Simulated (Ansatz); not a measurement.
**BH5O (B(H2O)H3) at 6 levels**

Wanted: a comparison of 6 runs (CAM-B3LYP/STO-3G, PBE/STO-3G, UB3LYP/STO-3G, r2SCAN/STO-3G, RPA@PBE/STO-3G, CCSDT(Q)/STO-3G) of BH5O (B(H2O)H3). 

Program for the calculation: Ansatz 0.2.0.

53 further runs of the same task are left out: 53 set aside as unsound or not needed.

## (1) Starting point

The species is BH5O (7 atoms), meant as a singlet with charge 0. SMILES: `[H]B([H])([H])<-O`. The H4–O2 distance was set to 2.406 Å, away from the relaxed value. At this shape a bond of the SMILES string is far longer than usual.

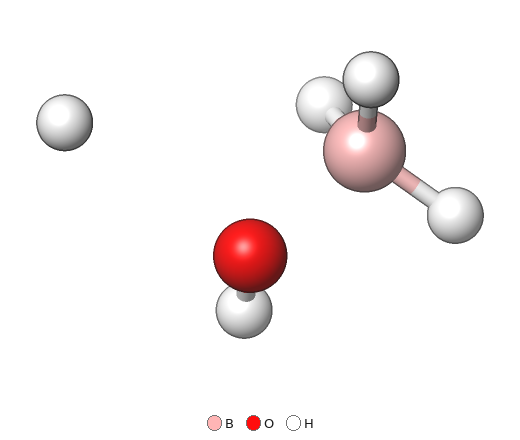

The structure, seen from a chosen angle (boron pink, oxygen red, hydrogen white).

## (2) A single-point energy at CAM-B3LYP/STO-3G (run 1)

in.yaml reads:

```yaml
crystal:
  periodic: [false, false, false]
  atoms:
    - symbol: B
      position_ang: [-0.510437, -1.394985, -0.989958]
    - symbol: O
      position_ang: [-0.477417, -1.429935, 0.709662]
    - symbol: H
      position_ang: [-1.414297, -1.425895, 0.931422]
    - symbol: H
      position_ang: [0.486320, 0.708910, 1.244780]
    - symbol: H
      position_ang: [0.631883, -1.351825, -1.291358]
    - symbol: H
      position_ang: [-1.122497, -0.406965, -1.251258]
    - symbol: H
      position_ang: [-1.062967, -2.399065, -1.279688]
basis:
  gaussian:
    orbitals: STO-3G
accuracy: high
hamiltonian:
  xc: {name: CAM-B3LYP}
```

Started as:

```
ansatz run in.yaml --threads 1 --pin off --max-ram 2610MiB --events-out events.jsonl --progress --plain --runs-dir runs
```

What it wrote:

```text
Warning: RAYON_NUM_THREADS=1 ignored (pool sized by the plan → 1); use --threads N
Functional definition: CAM-B3LYP
  name "CAM-B3LYP"
  parameter alpha = 0.19
  parameter beta = 0.46
  parameter omega = 0.33/bohr
  parameter ac = 0.81
  exchange = (1 - alpha - beta)*b88_x + beta*b88_x_sr(omega) + alpha*exact_x + beta*exact_x_lr(omega)
  correlation = (1 - ac)*vwn5_c + ac*lyp_c
249 factors; integrals over basis functions are off by at most 5.1e-8 eV
158 factors; integrals over basis functions are off by at most 1.0e-9 eV
mean field evaluation 1: about -2753.7827 eV, gradient 2.1e1 eV
mean field evaluation 2: about -2736.1226 eV, gradient 6.0e1 eV
mean field evaluation 4: about -2757.7222 eV, gradient 1.1e1 eV
mean field evaluation 8: about -2757.6777 eV, gradient 1.1e1 eV
mean field evaluation 16: about -2758.0706 eV, gradient 7.6e-9 eV
mean field -2758.07061631 eV, -101.3572256619 hartree, gradient 8.1e-9 eV, S^2 0.000000; 0 other end points of the search recorded, 0 dependent functions left out
reference -2758.07062992 eV, -101.3572261623 hartree; 9, 9 occupied and 6, 6 virtual orbitals, 249 factors
Total energy: -2758.07062992 eV, -101.3572261623 hartree
```

It took 1.1 s on 1 thread of Arm Neoverse V2, shared host; peak memory 0.093 GiB.

## (3) The energy at PBE/STO-3G (run 2)

job.yaml reads:

```yaml
crystal:
  periodic: [false, false, false]
  atoms:
    - {symbol: B, position_ang: [-0.510437, -1.394985, -0.989958]}
    - {symbol: O, position_ang: [-0.477417, -1.429935, 0.709662]}
    - {symbol: H, position_ang: [-1.414297, -1.425895, 0.931422]}
    - {symbol: H, position_ang: [0.486320, 0.708910, 1.244780]}
    - {symbol: H, position_ang: [0.631883, -1.351825, -1.291358]}
    - {symbol: H, position_ang: [-1.122497, -0.406965, -1.251258]}
    - {symbol: H, position_ang: [-1.062967, -2.399065, -1.279688]}
basis:
  gaussian:
    orbitals: STO-3G
hamiltonian:
  xc: pbe
accuracy: high
```

Started as:

```
ansatz run job.yaml --threads 1 --pin off --max-ram 2610MiB --events-out events.jsonl --progress --plain --runs-dir runs
```

What it wrote:

```text
Warning: RAYON_NUM_THREADS=1 ignored (pool sized by the plan → 1); use --threads N
Functional definition: PBE
  name "PBE"
  parameter kappa = 0.804
  parameter beta = 0.06672455060314922
  exchange = pbe_x(kappa = kappa, mu = beta*pi^2/3)
  correlation = pbe_c(beta = beta)
249 factors; integrals over basis functions are off by at most 5.1e-8 eV
mean field evaluation 1: about -2755.5302 eV, gradient 1.4e1 eV
mean field evaluation 2: about -2743.3349 eV, gradient 1.8e1 eV
mean field evaluation 4: about -2750.7056 eV, gradient 1.8e1 eV
mean field evaluation 8: about -2757.4504 eV, gradient 2.0e-2 eV
mean field evaluation 16: about -2751.3314 eV, gradient 2.6e1 eV
mean field -2757.38440141 eV, -101.3320077296 hartree, gradient 3.1e-8 eV, S^2 0.000000; 1 other end points of the search recorded, 0 dependent functions left out
reference -2757.38440339 eV, -101.3320078022 hartree; 9, 9 occupied and 6, 6 virtual orbitals, 249 factors
Total energy: -2757.38440339 eV, -101.3320078022 hartree
```

It took 1.6 s on 1 thread of Arm Neoverse V2, shared host; peak memory 0.091 GiB.

Run 3 isn't shown in full; the table further down has it.

## (4) A single-point energy at r2SCAN/STO-3G (run 4)

run.yaml reads:

```yaml
crystal:
  periodic: [false, false, false]
  atoms:
    - {symbol: B, position_ang: [-0.510437, -1.394985, -0.989958]}
    - {symbol: O, position_ang: [-0.477417, -1.429935, 0.709662]}
    - {symbol: H, position_ang: [-1.414297, -1.425895, 0.931422]}
    - {symbol: H, position_ang: [0.486320, 0.708910, 1.244780]}
    - {symbol: H, position_ang: [0.631883, -1.351825, -1.291358]}
    - {symbol: H, position_ang: [-1.122497, -0.406965, -1.251258]}
    - {symbol: H, position_ang: [-1.062967, -2.399065, -1.279688]}
basis:
  gaussian:
    orbitals: STO-3G
accuracy: high
hamiltonian:
  xc: {name: r2SCAN}
```

Started as:

```
ansatz run run.yaml --threads 1 --pin off --max-ram 2610MiB --events-out events.jsonl --progress --plain --runs-dir runs
```

What it wrote:

```text
Warning: RAYON_NUM_THREADS=1 ignored (pool sized by the plan → 1); use --threads N
Functional definition: r2SCAN
  name "r2SCAN"
  parameter k0 = 0.174
  parameter k1 = 0.065
  parameter a1 = 4.9479
  exchange = r2scan_x(k0 = k0, k1 = k1, a1 = a1)
  correlation = r2scan_c
249 factors; integrals over basis functions are off by at most 5.1e-8 eV
mean field evaluation 1: about -2756.7428 eV, gradient 1.6e1 eV
mean field evaluation 2: about -2742.3980 eV, gradient 3.8e1 eV
mean field evaluation 4: about -2751.6219 eV, gradient 2.0e1 eV
mean field evaluation 8: about -2759.2705 eV, gradient 2.4e-1 eV
mean field evaluation 16: about -2738.8846 eV, gradient 3.9e1 eV
mean field -2759.27130690 eV, -101.4013502274 hartree, gradient 2.8e-8 eV, S^2 0.000000; 1 other end points of the search recorded, 0 dependent functions left out
reference -2759.27130734 eV, -101.4013502436 hartree; 9, 9 occupied and 6, 6 virtual orbitals, 249 factors
Total energy: -2759.27130734 eV, -101.4013502436 hartree
```

Run time: 3.3 s. Hardware: 1 thread of Arm Neoverse V2, shared host; peak memory 0.13 GiB.

Run 5 isn't shown in full; the table further down has it.

## (5) The energy at CCSDT(Q)/STO-3G (run 6)

run.yaml reads:

```yaml
crystal:
  periodic: [false, false, false]
  atoms:
    - symbol: B
      position_ang: [-0.510437, -1.394985, -0.989958]
    - symbol: O
      position_ang: [-0.477417, -1.429935, 0.709662]
    - symbol: H
      position_ang: [-1.414297, -1.425895, 0.931422]
    - symbol: H
      position_ang: [0.486320, 0.708910, 1.244780]
    - symbol: H
      position_ang: [0.631883, -1.351825, -1.291358]
    - symbol: H
      position_ang: [-1.122497, -0.406965, -1.251258]
    - symbol: H
      position_ang: [-1.062967, -2.399065, -1.279688]
basis:
  gaussian: {orbitals: STO-3G}
correlation: {method: ccsdt_q, frozen_orbitals: {B: 1, H: 0, O: 1}}
accuracy: high
scf: {omitted_lower_state_checks: [cluster_reference, increment]}
```

Started as:

```
ansatz run run.yaml --threads 1 --pin off --max-ram 2610MiB --events-out events.jsonl --progress --plain --runs-dir runs
```

What it wrote:

```text
Warning: RAYON_NUM_THREADS=1 ignored (pool sized by the plan → 1); use --threads N
Functional definition: HF
  name "HF"
  exchange = exact_x
  correlation = 0
these checks for a lower state are left out or cut short: cluster_reference, increment
249 factors; integrals over basis functions are off by at most 5.1e-8 eV
mean field evaluation 1: about -2736.5117 eV, gradient 2.3e1 eV
mean field evaluation 2: about -2736.5817 eV, gradient 2.3e1 eV
mean field evaluation 4: about -2740.8892 eV, gradient 4.1e0 eV
mean field evaluation 8: about -2740.9725 eV, gradient 1.3e-1 eV
mean field evaluation 16: about -2738.0896 eV, gradient 1.1e1 eV
mean field -2740.97298438 eV, -100.7288992779 hartree, gradient 3.3e-8 eV, S^2 0.000000; 1 other end points of the search recorded, 0 dependent functions left out; unrestricted orbitals would lower it
2 core orbitals not correlated: weight in the atoms' cores, before any rotation towards them, 1.000 or more for the frozen orbitals, at most 0.000 for the correlated occupied ones
reference -2740.97298438 eV, -100.7288992779 hartree; 7, 7 occupied and 6, 6 virtual orbitals, 249 factors
second order -6.07171479 eV of doubles, -0.00000000 eV of singles
cycle   1  -5.17993422 eV  change    -1.6e0 eV  update   1.9e-1
cycle   2  -6.25318488 eV  change    -1.1e0 eV  update   1.5e-1
cycle   3  -6.97381694 eV  change   -7.2e-1 eV  update   1.2e-1
cycle   4  -7.47318691 eV  change   -5.0e-1 eV  update   8.9e-2
cycle   5  -7.81832325 eV  change   -3.5e-1 eV  update   6.7e-2
cycle   6  -8.65202134 eV  change   -8.3e-1 eV  update   4.9e-2
cycle   7  -8.34186655 eV  change    3.1e-1 eV  update   1.4e-2
cycle   8  -8.35411067 eV  change   -1.2e-2 eV  update   2.6e-2
cycle   9  -8.33319324 eV  change    2.1e-2 eV  update   2.5e-2
cycle  10  -8.53514180 eV  change   -2.0e-1 eV  update   2.6e-2
cycle  11  -8.55753398 eV  change   -2.2e-2 eV  update   7.9e-3
cycle  12  -8.58114488 eV  change   -2.4e-2 eV  update   5.1e-3
cycle  13  -8.61299597 eV  change   -3.2e-2 eV  update   4.3e-3
cycle  14  -8.62668135 eV  change   -1.4e-2 eV  update   1.5e-3
cycle  15  -8.62071284 eV  change    6.0e-3 eV  update   6.7e-4
cycle  16  -8.62121002 eV  change   -5.0e-4 eV  update   3.4e-4
cycle  17  -8.62213994 eV  change   -9.3e-4 eV  update   1.9e-4
cycle  18  -8.62163333 eV  change    5.1e-4 eV  update   1.2e-4
cycle  19  -8.62154448 eV  change    8.9e-5 eV  update   5.4e-5
cycle  20  -8.62159438 eV  change   -5.0e-5 eV  update   2.6e-5
cycle  21  -8.62161356 eV  change   -1.9e-5 eV  update   9.9e-6
cycle  22  -8.62160451 eV  change    9.1e-6 eV  update   5.7e-6
cycle  23  -8.62159944 eV  change    5.1e-6 eV  update   1.9e-6
cycle  24  -8.62159846 eV  change    9.7e-7 eV  update   1.0e-6
cycle  25  -8.62159877 eV  change   -3.0e-7 eV  update   5.1e-7
cycle  26  -8.62159870 eV  change    6.3e-8 eV  update   2.5e-7
cycle  27  -8.62159847 eV  change    2.4e-7 eV  update   1.5e-7
cycle  28  -8.62159837 eV  change    1.0e-7 eV  update   7.8e-8
cycle  29  -8.62159836 eV  change    5.2e-9 eV  update   4.8e-8
cycle  30  -8.62159839 eV  change   -3.4e-8 eV  update   2.9e-8
cycle  31  -8.62159843 eV  change   -3.5e-8 eV  update   1.4e-8
cycle  32  -8.62159845 eV  change   -1.5e-8 eV  update   6.9e-9
cycle  33  -8.62159846 eV  change   -1.1e-8 eV  update   4.7e-9
cycle  34  -8.62159846 eV  change   -4.0e-9 eV  update   3.2e-9
cycle  35  -8.62159846 eV  change   -3.2e-9 eV  update   2.4e-9
cycle  36  -8.62159846 eV  change  -6.1e-11 eV  update   1.6e-9
cycle  37  -8.62159846 eV  change   7.0e-10 eV  update  9.5e-10
cycle  38  -8.62159846 eV  change  -4.4e-10 eV  update  5.5e-10
cycle  39  -8.62159846 eV  change  -8.5e-10 eV  update  2.9e-10
cycle  40  -8.62159846 eV  change  -4.3e-10 eV  update  1.5e-10
perturbative correction 0.02803475 eV, 0.0010302579 hartree
WARN: these amplitudes may be one of several solutions (largest doubles amplitude 0.74, level shift 9.15 eV)
Total energy: -2749.56654810 eV, -101.0447069196 hartree
Checks for a lower state left out: cluster_reference, increment
```

Wall time 0.3 s (1 thread of Arm Neoverse V2, shared host).

## (6) All runs side by side

```csv
run,level,frozen core orbitals,energy (Eh),wall time
1,CAM-B3LYP/STO-3G,–,-101.357226,1.1 s
2,PBE/STO-3G,–,-101.332008,1.6 s
3,UB3LYP/STO-3G,–,-101.512407,2.7 s
4,r2SCAN/STO-3G,–,-101.401350,3.3 s
5,RPA@PBE/STO-3G,2,-101.077565,1.9 s
6,CCSDT(Q)/STO-3G,2,-101.044707,0.3 s
```

## (7) What came out

```
                                          quantity          value
                               run 6: total energy  -101.04471 Eh
run 6: correlation energy (2 core orbitals frozen)     -315.8 mEh
                              run 6: T1 diagnostic          0.077
```

**Reading.** Totals of different functionals can't be ranked against each other. In runs 5, 6 the log says that unrestricted orbitals would lower the reference, so the values rest on an unstable closed-shell determinant (other closed-shell runs at this shape may share the fault). In runs 1, 2, 3, 4, 5, 6 the basis is minimal, so the values are rough. Spin contamination of the reference: run 3 ⟨S²⟩ = 0.94. Where it is this large, the reference is a mixture of spin states, and values that rest on it are in doubt. All runs together took 11 s, the longest 3.3 s.
